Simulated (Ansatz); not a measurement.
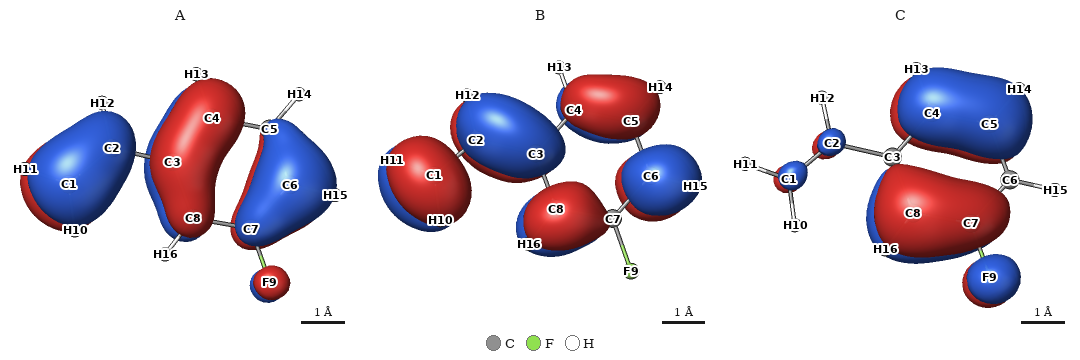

C8H7F. Three frontier orbitals at ±0.08 Å⁻³ᐟ² (red and blue are the two phases), in no order.

Geometry: B3LYP/def2-SVP.

All numbers below come from Ansatz, isolated molecule in a Gaussian basis; Kohn-Sham density functional theory, functional PBE0.

```xyz
16

C    -3.7377    0.4240   -2.3063
C    -2.4172    0.2310   -2.4377
C    -1.4095    0.1615   -1.3642
C    -0.0602   -0.0553   -1.7041
C     0.9284   -0.1288   -0.7196
C     0.5975    0.0123    0.6294
C    -0.7413    0.2272    0.9596
C    -1.7397    0.3035   -0.0022
F    -1.0756    0.3655    2.2523
H    -4.2219    0.5556   -1.3345
H    -4.3887    0.4562   -3.1831
H    -2.0119    0.1071   -3.4485
H     0.2128   -0.1676   -2.7563
H     1.9696   -0.2980   -1.0050
H     1.3466   -0.0402    1.4216
H    -2.7659    0.4737    0.3265
```

Q: Which picture is the HOMO−1, the HOMO and the LUMO?

A: C is the HOMO−1 (−7.40 eV). Its weight (Hirshfeld) is mainly on C8 (about 25 %), C7 (about 20 %), C5 (about 15 %), C4 (about 15 %) and F9 (about 5 %); it changes sign across the molecular plane (π type); π-bonding across C4–C5 and C7–C8; π-antibonding (a node) across C7–F9. A is the HOMO (−6.83 eV). Its weight (Hirshfeld) is mainly on C1 (about 25 %), C6 (about 15 %), C3 (about 15 %), C2 (about 10 %) and C4 (about 10 %); it changes sign across the molecular plane (π type); π-bonding across C1–C2 and C3–C4; π-antibonding (a node) across C2–C3. B is the LUMO (−1.44 eV). It lies mainly on C1 (about 20 %), C6 (about 15 %), C3 (about 15 %), C2 (about 15 %), C8 (about 10 %) and C5 (about 10 %); it changes sign across the molecular plane (π type); π-bonding across C2–C3; π-antibonding (a node) across C1–C2, C3–C8 and C5–C6.

Q: What is the HOMO–LUMO gap?

A: 5.39 eV between the orbital energies.
